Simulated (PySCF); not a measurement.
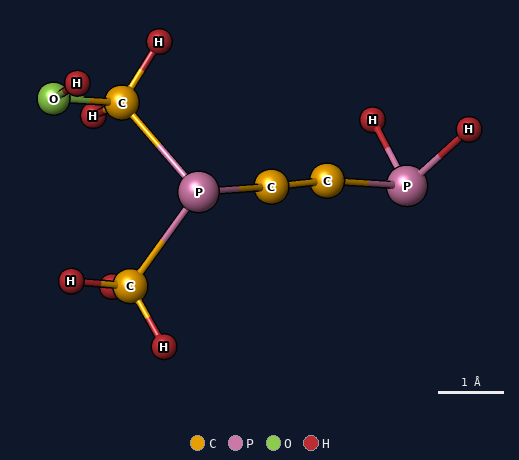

Fig. 1: The structure (ball-and-stick view, seen at a tilt). Bond lengths as drawn: C–C 1.22 Å, C–H 1.10 to 1.11 Å, C–O 1.40 Å, C–P 1.76 to 1.88 Å, H–O 0.96 Å and H–P 1.43 Å.

Excited-state calculation, with input and output: C4H8OP2

C4H8OP2, SMILES CP(C#CP)CO, computed with TDDFT wB97X-D/def2-SVPD, vertical, IEF-PCM acetonitrile (non-equilibrium linear response), core orbitals frozen in the response (PySCF 2.14.0).

The geometry comes from this level: PBE0-D3(BJ)/def2-SVP. It belongs to a series of runs on one base structure; here: solvent acetonitrile.

## What the program printed
```
coarse grid: 13640 points
cycle   1  E = -914.4498336057  dE =  7.201e-01  |g| = 5.890e-01  |ddm| = 6.321e+00
cycle   2  E = -914.4577109003  dE = -7.877e-03  |g| = 6.189e-01  |ddm| = 1.490e+00
cycle   3  E = -914.5265196498  dE = -6.881e-02  |g| = 5.630e-02  |ddm| = 5.571e-01
cycle   4  E = -914.5273254973  dE = -8.058e-04  |g| = 2.085e-02  |ddm| = 1.254e-01
cycle   5  E = -914.5274653290  dE = -1.398e-04  |g| = 7.258e-03  |ddm| = 7.103e-02
cycle   6  E = -914.5274829837  dE = -1.765e-05  |g| = 2.994e-03  |ddm| = 2.800e-02
cycle   7  E = -914.5274857179  dE = -2.734e-06  |g| = 1.120e-03  |ddm| = 9.460e-03
final grid: 122872 points
cycle   8  E = -914.6478480848  dE = -9.841e-05  |g| = 4.173e-03  |ddm| = 1.361e-01
cycle   9  E = -914.6478518270  dE = -3.742e-06  |g| = 2.966e-03  |ddm| = 2.008e-02
cycle  10  E = -914.6478540222  dE = -2.195e-06  |g| = 7.852e-04  |ddm| = 6.733e-03
cycle  11  E = -914.6478541916  dE = -1.694e-07  |g| = 4.633e-04  |ddm| = 3.129e-03
cycle  12  E = -914.6478542549  dE = -6.329e-08  |g| = 9.524e-05  |ddm| = 1.312e-03
cycle  13  E = -914.6478542595  dE = -4.643e-09  |g| = 5.109e-05  |ddm| = 5.881e-04
cycle  14  E = -914.6478542606  dE = -1.050e-09  |g| = 1.468e-05  |ddm| = 2.599e-04
cycle  15  E = -914.6478542607  dE = -1.498e-10  |g| = 5.046e-06  |ddm| = 9.983e-05
```

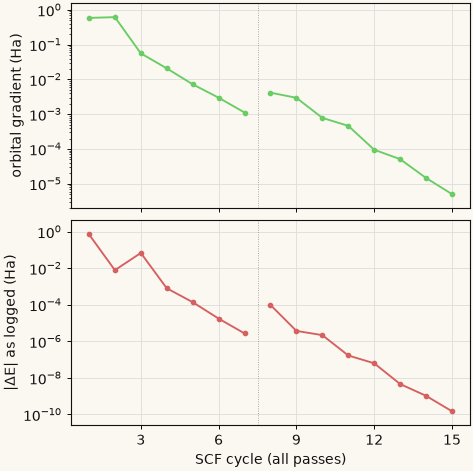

Fig. 2: Convergence of the self-consistent field: orbital gradient and size of the energy change against the SCF cycle. The dotted line marks the change from a coarse to the final integration grid. The first 7 cycles use a coarse grid, the final grid takes over at cycle 8, and the field converges after 15 cycles in all.

```
converged SCF energy = -914.6478542607

Static polarisability (au): isotropic 157.393, principal 123.488 131.753 216.939

Singlet excitations
state   eV       nm        f      main configurations
  1   5.1264    241.9   0.01368   H->L+1 0.56, H->L 0.22, H-1->L 0.11
  2   5.3602    231.3   0.01508   H-1->L 0.66, H->L+1 0.21
  3   5.4194    228.8   0.04574   H->L 0.40, H-1->L+1 0.30, H->L+1 0.09
  4   6.2041    199.8   0.98648   H-1->L+1 0.47, H->L 0.24
  5   6.7057    184.9   0.01250   H->L+2 0.60, H-1->L+2 0.15
  6   6.7349    184.1   0.06323   H-1->L+2 0.57, H->L+3 0.15
```

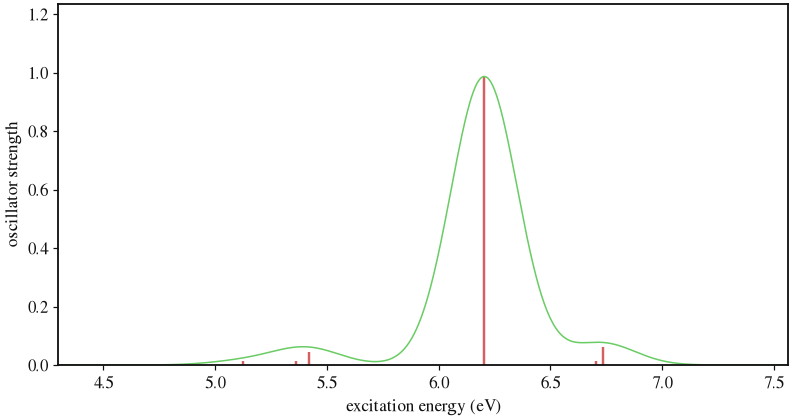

Fig. 3: Computed excitations as sticks (degenerate states added up, dark ones marked on the axis), with a Gaussian envelope of 0.35 eV full width at half maximum, scaled to the tallest. Of the 6 states the lowest lies at 5.13 eV (f = 0.014); the strongest line is at 6.20 eV, or 200 nm (f = 0.986).

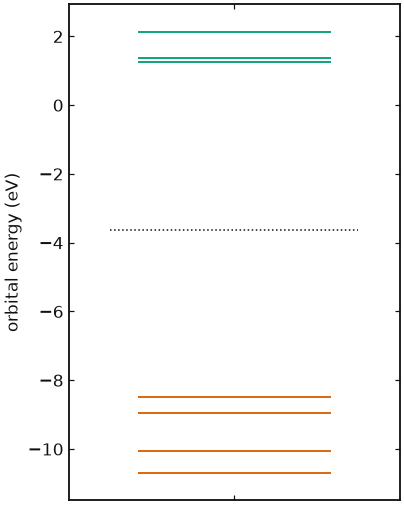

Fig. 4: Orbital energies near the frontier; the dotted line parts filled from empty levels, and levels within 0.02 eV of each other stand side by side. Highest filled −8.50 eV, lowest empty 1.25 eV, 9.75 eV apart.

The run was set up as follows.

## The input
```
{"job": {"kind": "uv", "xc": "wB97X-D", "basis": "def2-SVPD", "solvent": "acetonitrile", "nstates": 6, "ntriplets": 0}, "charge": 0, "multiplicity": 1}
C     -1.755829    -1.227338    -0.050586
P     -0.638490    -0.157227     0.957111
C      0.944515    -0.509991     0.266735
C      2.087376    -0.740580    -0.108565
P      3.668730    -1.274335    -0.682302
C     -0.991350     1.494218     0.137432
O     -2.272569     1.933885     0.487306
H     -1.506003    -1.205230    -1.121194
H     -1.720814    -2.262438     0.316882
H     -2.773896    -0.834489     0.092896
H      4.456893    -0.718396     0.372546
H      3.926049    -0.191406    -1.578469
H     -0.967173     1.385691    -0.957914
H     -0.186782     2.198673     0.422726
H     -2.286472     2.091609     1.438334
```

The first line tells a small driver script what to run in PySCF; the rest is the geometry in Å.

Launched with:
```bash
OMP_NUM_THREADS=1 python <driver script> task.json out
```

## Results in brief

```csv
quantity,value
outcome,converged
total energy,−914.647854 hartree
HOMO,−8.50 eV
LUMO,1.25 eV
dipole moment,1.24 D
mean polarisability,157.39 a.u.
lowest excitation,5.13 eV
hardware,"1 CPU thread, shared host"
wall time,46 s
peak memory,1.1 GiB
```
